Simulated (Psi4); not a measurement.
Reaction (SMILES): N#P (N-P) + H+ → [NH+]#P
B3LYP-D3(BJ)/def2-TZVP geometries, fixed; electronic energies without zero-point terms; positive where energy is released.
Largest species:
```
N
H 1 1.0147
P 1 1.4549 2 180.00
```
Charge +1, spin multiplicity 1.

Basis-set convergence of the proton affinity at PBE with Psi4. All functions are spherical. Density fitting with the program's default auxiliary sets. The proton sits at the site shown, which need not be the one that binds it best. No added dispersion term, no relativity. Functions are those of the species that has most. Reference: the value in aug-cc-pV(Q+d)Z, 195.44 kcal/mol, itself unsure by roughly 0.10 kcal/mol (its mean distance from cc-pV(5+d)Z, def2-QZVPPD, def2-QZVPP). Deviations are taken from unrounded values.

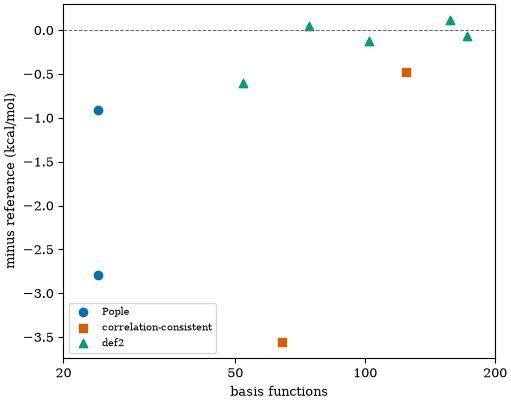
Figure: Deviation from the reference against the number of basis functions, by family of sets.

```json
[
 {"basis": "3-21G", "functions": "24", "proton affinity (kcal/mol)": "194.53", "minus reference (kcal/mol)": "-0.91"},
 {"basis": "6-31G", "functions": "24", "proton affinity (kcal/mol)": "192.65", "minus reference (kcal/mol)": "-2.79"},
 {"basis": "def2-SVPD", "functions": "52", "proton affinity (kcal/mol)": "194.84", "minus reference (kcal/mol)": "-0.60"},
 {"basis": "aug-cc-pV(D+d)Z", "functions": "64", "proton affinity (kcal/mol)": "191.88", "minus reference (kcal/mol)": "-3.56"},
 {"basis": "def2-TZVP", "functions": "74", "proton affinity (kcal/mol)": "195.48", "minus reference (kcal/mol)": "0.05"},
 {"basis": "def2-TZVPPD", "functions": "102", "proton affinity (kcal/mol)": "195.32", "minus reference (kcal/mol)": "-0.12"},
 {"basis": "aug-cc-pV(T+d)Z", "functions": "124", "proton affinity (kcal/mol)": "194.96", "minus reference (kcal/mol)": "-0.48"},
 {"basis": "def2-QZVPP", "functions": "157", "proton affinity (kcal/mol)": "195.56", "minus reference (kcal/mol)": "0.12"},
 {"basis": "def2-QZVPPD", "functions": "172", "proton affinity (kcal/mol)": "195.38", "minus reference (kcal/mol)": "-0.06"}
]
```
